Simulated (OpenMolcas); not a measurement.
Run report: PH3, single-point calculation (part 2 of 2)

The same run, continued: PH3; CISD/STO-3G, RHF (OpenMolcas 26.06). A bond length was changed on purpose from its optimised value.

Geometry of the input (Å):
```
P  2.3732  0.1782  -0.7462
H  2.6581  0.4707  0.6136
H  -1.0055  -0.6630  -0.0572
H  2.0559  1.5282  -1.0503
```

**The program's output, continued**
```
      Cartesian coordinates in angstrom:
      -----------------------------------------------------
      No.  Label        X            Y            Z
      -----------------------------------------------------
       1   P1         2.37323200   0.17824600  -0.74619600
       2   H2         2.65813200   0.47074600   0.61360400
       3   H3        -1.00550000  -0.66300000  -0.05720000
       4   H4         2.05593200   1.52824600  -1.05029600
      -----------------------------------------------------
      Nuclear repulsion energy =   13.94656244

      Orbital specifications:
      -----------------------

      Symmetry species:              1
      Number of basis functions:    12
      Frozen orbitals:               5
      Deleted orbitals:              0
      Number of orbitals used:       7

       SYMMETRY  BASIS FUNCTIONS       ORBITALS      INTEGRALS   CPU(SEC)  I/O(SEC)
        1 1 1 1   12  12  12  12     7   7   7   7         406       0.00      0.00

       TOTAL CPU TIME(SEC)    0.00TOTAL I/O TIME(SEC)    0.00

--- Stop Module: motra /rc=_RC_ALL_IS_WELL_ ---

--- Start Module: guga ---

                                               &GUGA

                       available to each process: 1.9 GB of memory, 1 thread

      ************************************************************************************************************************
      *                                                        Title:                                                        *
      *                                                 (No title was given)                                                 *
      ************************************************************************************************************************

      ALL SINGLE AND DOUBLE REPLACEMENTS

      NUMBER OF ELECTRONS IN CI         8
      TOTAL SPIN QUANTUM NUMBER      0.00

              ORBITALS PER SYMMETRY
                  1
      INACTIVE    4
      ACTIVE      0
      VALENCE     0
      CORE        0
      ONEOCC      0
  Number of vertices                   29                   21

      INTERNAL CONFIGURATIONS (FORMAL)

      NUMBER OF VALENCE STATES               1
      NUMBER OF DOUBLET COUPLED SINGLES      4
      NUMBER OF TRIPLET COUPLED DOUBLES      6
      NUMBER OF SINGLET COUPLED DOUBLES     10

      ONE CLOSED SHELL REFERENCE STATE
      WAVE-FUNCTION SYMMETRY LABEL:  1

      INTERNAL CONFIGURATIONS (REAL)

      NUMBER OF VALENCE STATES               1
      NUMBER OF DOUBLET COUPLED SINGLES      4
      NUMBER OF TRIPLET COUPLED DOUBLES      6
      NUMBER OF SINGLET COUPLED DOUBLES     10

      COEFFICIENTS FOR DIAG      106
      TIME FOR DIAG                0

      COEFFICIENTS FOR ABCI       36
      MAXIMUM NUMBER OF ELEMENTS     7
      TIME FOR ABCI                0

      COEFFICIENTS FOR IJKL      368
      TIME FOR IJKL                0

      COEFFICIENTS FOR AIBJ      232
      DIFFERENT TYPES        6       10       48       80       18       30       20
      TIME FOR AIBJ                0

      COEFFICIENTS FOR AIJK      348
      TIME FOR AIJK                0

      COEFFICIENTS FOR IJ         62

      COEFFICIENTS FOR AI         40
      TIME FOR ONEEL               0
--- Stop Module: guga /rc=_RC_ALL_IS_WELL_ ---

--- Start Module: cpf ---

                                                &CPF

                       available to each process: 1.9 GB of memory, 1 thread

      ************************************************************************************************************************
      *                                                        Title:                                                        *
      *                                                ( No title was given )                                                *
      ************************************************************************************************************************

      Cartesian coordinates in angstrom:
      -----------------------------------------------------
      No.  Label        X            Y            Z
      -----------------------------------------------------
       1   P1         2.37323200   0.17824600  -0.74619600
       2   H2         2.65813200   0.47074600   0.61360400
       3   H3        -1.00550000  -0.66300000  -0.05720000
       4   H4         2.05593200   1.52824600  -1.05029600
      -----------------------------------------------------
      Nuclear repulsion energy =   13.94656244

      This is an  S D C I  calculation

      ONE-ELECTRON BASIS:
      ----------------------------

      Symmetry species                                   1

      Orbitals pre-frozen in MOTRA               5       5
      Orbitals used by this program              7       7
      Pre-deleted in MOTRA                       0       0
      Sum: No. of basis functions               12      12

      ORBITAL SPECIFICATION:
      -------------------------------

      Orbitals frozen here                       0       0
      Inactive orbitals                          4       4
      Active orbitals                            0       0
      Additional valence orbitals                0       0
      Virtual orbitals                           3       3
      Orbitals deleted here                      0       0
      Sum: Total no. of orbitals                 7       7

      WAVE FUNCTION SPECIFICATION:
      ----------------------------

      Number of electrons in CI                  8
      Internal orbitals in CI                    4
      External orbitals in CI                    3
      Number of irreps                           1
      Spin quantum number                      0.0
      State symmetry                             1

      REFERENCE STATE:
      ------------------------------

      Number of reference states                 1
      One closed shell reference state

      OPTIONS:
      --------

      Print parameter                            5
      Pulay diagonalization
      First order interacting space

      INTERNAL CONFIGURATIONS

      NUMBER OF VALENCE STATES               1
      NUMBER OF DOUBLET COUPLED SINGLES      4
      NUMBER OF TRIPLET COUPLED DOUBLES      6
      NUMBER OF SINGLET COUPLED DOUBLES     10

      FULL-SPACE CONFIGURATIONS (FORMAL)

      NUMBER OF VALENCE STATES               1
      NUMBER OF DOUBLET COUPLED SINGLES     12
      NUMBER OF TRIPLET COUPLED DOUBLES     18
      NUMBER OF SINGLET COUPLED DOUBLES     60

      FULL-SPACE CONFIGURATIONS (REAL)

      NUMBER OF VALENCE STATES               1
      NUMBER OF DOUBLET COUPLED SINGLES     12
      NUMBER OF TRIPLET COUPLED DOUBLES     18
      NUMBER OF SINGLET COUPLED DOUBLES     60

      FORMAL NUMBER OF CONFIGURATIONS      91
        REAL NUMBER OF CONFIGURATIONS      91
  NUMBER OF TWO-ELECTRON INTEGRALS:                  406

      STATISTICS FOR INTEGRALS, FIRST ENTRY 10**3-10**4

               0         0         0         0        36
              79        83        26        22        84
              64        11         1         0         0
               0         0         0         0         0

      REFERENCE ENERGY     -338.27291604
  ITER      TOTAL ENERGY          CORR ENERGY           DECREASE
   1        -338.27291604           0.00000000        -338.27291604
   2        -338.49650664          -0.22359060          -0.22359060
   3        -338.51179807          -0.23888203          -0.01529143
   4        -338.51475146          -0.24183542          -0.00295339
   5        -338.51573090          -0.24281486          -0.00097944
   6        -338.51609019          -0.24317415          -0.00035929
   7        -338.51632817          -0.24341213          -0.00023797
   8        -338.51633014          -0.24341410          -0.00000197
   9        -338.51633073          -0.24341469          -0.00000059

     CALCULATION CONVERGED

     FINAL CI ENERGY          -338.51633073
     FINAL CORRELATION ENERGY   -0.24341469  REFERENCE ENERGY    -338.27291604
     DAVIDSON CORR. ENERGY    -338.70861901
     DAVIDSON CORRECTION        -0.19228828  C0 =     0.747443
     SUM OF SQUARED CPX(BAR)    0.4413

     FIRST ORDER RELATIVISTIC CORRECTIONS
     MASS-VELOCITY               0.00000000
     1-EL DARWIN CONTACT         0.00000000
     TOTAL REL. CORRECTION       0.00000000
     REL. CI ENERGY           -338.51633073
     REL. CI+Q ENERGY         -338.70861901

      PRINTOUT OF CI-COEFFICIENTS LARGER THAN      0.05

      CONFIGURATION      1   COEFFICIENT  0.747443   REFERENCE

      ORBITALS       0  0  1  2  3  4
      OCCUPATION     0  0  2  2  2  2
      SPIN-COUPLING  0  0  3  3  3  3
      SYMMETRY       0  0  1  1  1  1

      CONFIGURATION     11   COEFFICIENT  0.129160   DOUBLET

      ORBITALS       0  5  1  2  3  4
      OCCUPATION     0  1  2  2  2  1
      SPIN-COUPLING  0  1  3  3  3  2
      SYMMETRY       0  1  1  1  1  1

      CONFIGURATION     84   COEFFICIENT -0.061433   SINGLET

      ORBITALS       6  7  1  2  3  4
      OCCUPATION     1  1  2  1  1  2
      SPIN-COUPLING  1  2  3  1  2  3
      SYMMETRY       1  1  1  1  1  1

      CONFIGURATION    104   COEFFICIENT -0.449932   SINGLET

      ORBITALS       0  7  1  2  3  4
      OCCUPATION     0  2  2  2  1  1
      SPIN-COUPLING  0  3  3  3  1  2
      SYMMETRY       0  1  1  1  1  1

++    Molecular orbitals:
      -------------------

      Title:  SDCI natural orbitals

      Molecular orbitals for symmetry species 1: a

          Orbital            1         2         3         4         5         6         7         8         9        10
          Occ. No.          2.0000    2.0000    2.0000    2.0000    2.0000    1.9961    1.9876    1.9847    1.1698    0.8303

        1 P1     1s         0.9940   -0.3564   -0.0000    0.0002    0.0072    0.0912    0.0073    0.0000   -0.0005   -0.0013
        2 P1     1s         0.0180    1.0429    0.0000   -0.0007   -0.0215   -0.3140   -0.0360   -0.0000    0.0017    0.0044
        3 P1     1s        -0.0029    0.0535   -0.0000    0.0016    0.0118    0.9898   -0.0828   -0.0000   -0.0057   -0.0155
        4 P1     2px       -0.0000   -0.0022    0.2865    0.9284   -0.1453   -0.0032    0.0050   -0.0562    0.2181   -0.2272
        5 P1     2px        0.0000   -0.0004    0.0201    0.0567   -0.0088    0.0109   -0.0149    0.1474   -0.6844    0.7144
        6 P1     2py        0.0002    0.0135   -0.5032    0.2801    0.7941    0.0753   -0.1843    0.0987    0.0383   -0.0432
        7 P1     2py       -0.0004    0.0075   -0.0353    0.0181    0.0548   -0.2435    0.5125   -0.2588   -0.1196    0.1355
        8 P1     2pz        0.0001    0.0094    0.7915   -0.1579    0.5574    0.0490   -0.1189   -0.1554   -0.0546    0.0547
        9 P1     2pz       -0.0003    0.0049    0.0555   -0.0090    0.0380   -0.1587    0.3310    0.4075    0.1717   -0.1725
       10 H2     1s         0.0007   -0.0106   -0.0125   -0.0018   -0.0129    0.0040    0.4220    0.5003   -0.0018    0.0020
       11 H3     1s         0.0000   -0.0002   -0.0000    0.0005   -0.0000    0.0080   -0.0045    0.0000    0.7129    0.7014
       12 H4     1s         0.0007   -0.0106    0.0125   -0.0018   -0.0129    0.0040    0.4223   -0.5000   -0.0018    0.0020

          Orbital           11        12
          Occ. No.          0.0166    0.0149

        1 P1     1s         0.0000   -0.0438
        2 P1     1s        -0.0001    0.1293
        3 P1     1s         0.0003   -0.7698
        4 P1     2px       -0.0868   -0.0041
        5 P1     2px        0.3125    0.0154
        6 P1     2py        0.1522    0.2198
        7 P1     2py       -0.5484   -0.8155
        8 P1     2pz       -0.2398    0.1410
        9 P1     2pz        0.8636   -0.5233
       10 H2     1s        -0.6952    0.7941
       11 H3     1s        -0.0000    0.0032
       12 H4     1s         0.6945    0.7948
--

++    Molecular charges:
      ------------------

      Mulliken charges per centre and basis function type
      ---------------------------------------------------

                P1      H2      H3      H4
      1s       5.8013  1.1186  1.0052  1.1186
      2px      2.9787  0.0000  0.0000  0.0000
      2pz      2.9183  0.0000  0.0000  0.0000
      2py      3.0592  0.0000  0.0000  0.0000
      Total   14.7575  1.1186  1.0052  1.1186

      N-E      0.2425 -0.1186 -0.0052 -0.1186

      Total electronic charge=   18.000000

      Total            charge=   -0.000000
--

++    Molecular properties:
      ---------------------

      Dipole Moment (debye):
      Origin of the operator (angstrom)=    2.2721    0.2020   -0.6945
                   X=  3.9619E-02               Y=  4.7669E-01               Z=  2.8859E-01           Total=  5.5865E-01
      Quadrupole Moment (debye*angstrom):
      Origin of the operator (angstrom)=    2.2721    0.2020   -0.6945
                  XX= -1.2955E+01              XY=  1.3540E-01              XZ= -8.4584E-02              YY= -1.3857E+01
                  YZ= -3.2258E-01              ZZ= -1.3601E+01
      In traceless form (debye*angstrom)
                  XX=  7.7406E-01              XY=  2.0310E-01              XZ= -1.2688E-01              YY= -5.7905E-01
                  YZ= -4.8386E-01              ZZ= -1.9501E-01
--

--- Stop Module: cpf /rc=_RC_ALL_IS_WELL_ ---

.##################.
.# Happy landing! #.
.##################.

    Timing: Wall=1.58 User=1.08 System=0.49
```

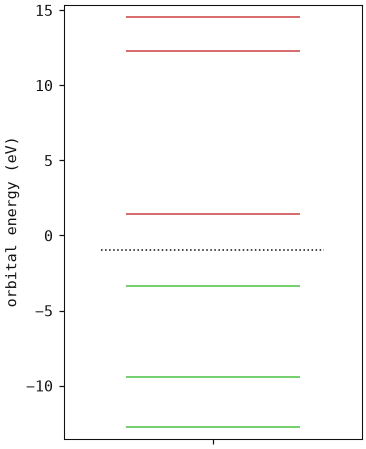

Orbital energies near the frontier (SCF reference); the dotted line parts filled from empty levels, and levels within 0.02 eV of each other stand side by side. Highest filled −3.37 eV, lowest empty 1.43 eV, 4.80 eV apart.
